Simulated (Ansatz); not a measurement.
## WS2: pressure series

Consider WS2 in the 2H-MoS2 type structure (space group P6_3/mmc, No. 194; layered, stacked along the Cartesian z axis).

```yaml
crystal:
  lattice:
    - [3.15408, 0.00000, 0.00000]
    - [-1.57704, 2.73152, 0.00000]
    - [0.00000, 0.00000, 12.13731]
  atoms:
    - { symbol: W, position: [0.33333, 0.66667, 0.25000] }
    - { symbol: W, position: [0.66667, 0.33333, 0.75000] }
    - { symbol: S, position: [0.33333, 0.66667, 0.62026] }
    - { symbol: S, position: [0.66667, 0.33333, 0.12026] }
    - { symbol: S, position: [0.66667, 0.33333, 0.37974] }
    - { symbol: S, position: [0.33333, 0.66667, 0.87974] }
```

Cell and atoms are relaxed at each pressure.

The values are results of Ansatz (a quantum-chemistry and plane-wave program), PBE-D3(BJ), PAW, cutoff 420 eV, no spin-orbit coupling, not measurements.

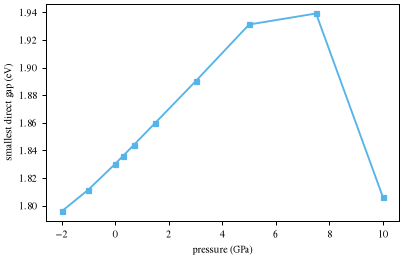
*Smallest direct gap against pressure*

Problem. From the plot, what is the smallest direct gap for pressure 10 GPa?

Solution. About 1.81 eV.

Problem. Is the trend monotonic over the range shown?

Solution. No, it turns within the range, spanning 1.80 eV to 1.94 eV.

Spin-orbit coupling, missing from the scalar runs, can matter with W. Load acts through the strain it causes; cell and atoms are relaxed under it. Whether these cells are dynamically stable was not tested. Competing high-pressure phases were not computed.
